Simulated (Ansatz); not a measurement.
Partial pair distribution functions of a relaxed model of amorphous Si72O150H12, broadened by 0.06 Å; density 2.18 g/cm³. Method: PBE, scalar-relativistic without spin-orbit coupling (plane waves to 420 eV, PAW; Ansatz, a first-principles code).

Preparation: random packing, a CHGNet melt and quench, and a DFT relaxation. O atoms were pushed apart under 1.9 Å during the dynamics, to hinder bonds among them. The hot cell started wider than the set density and was brought back towards it in steps. It is the lowest in DFT energy of 8 quenches. It is a model cell: composition and starting density were chosen by hand, and all elements were melted together. No dispersion term was used. Its density started from a set value of 2.15 and ended at 2.18 g/cm³. The simulated quench (nominally 780 K/ps over its main leg) is rapid and tends to freeze in more defects than a deposited or slowly cooled glass has. One small periodic cell is one sample of the glass; other quenches scatter about these values. Volume and shape were free in the relaxation.

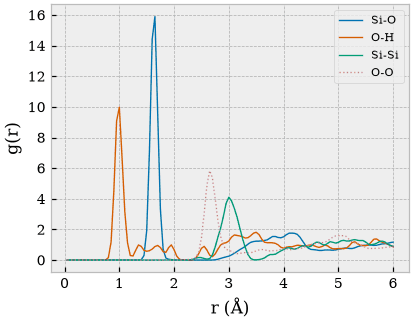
Fig. 1. Partial pair distribution functions

Highest peaks under 4.5 Å: Si-O near 1.65 Å, O-H near 1.00 Å, Si-Si near 3.00 Å, O-O near 2.65 Å; pairs of few atoms are noisy.

Within 1.96 Å each Si has 4.00 O neighbours on average.
